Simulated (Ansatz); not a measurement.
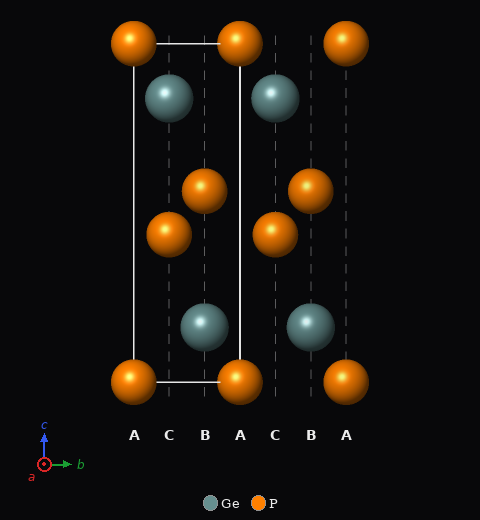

Projection along an edge of the hexagonal mesh, stacking direction c upwards. The dashed lines mark the three columns A (0, 0), B (1/3, 2/3) and C (2/3, 1/3). The sequence starts with the first layer at or above the cell's origin.

The compound is Ge₂P₃, taken as coordinates from a relaxation with DFT r2SCAN, scalar-relativistic, plane waves, PAW (Ansatz 0.2.0); the starting structure was generated, so it need not be a known form of this composition.

Read off the stacking sequence over one period.

P(A) – Ge(B) – P(C) – P(B) – Ge(C) (five layers in 9.47 Å).

How are the Ge and P layers alone stacked?

Ge and P layers alone: ABCBC, a mixed type, (ccchh) in Jagodzinski's notation.
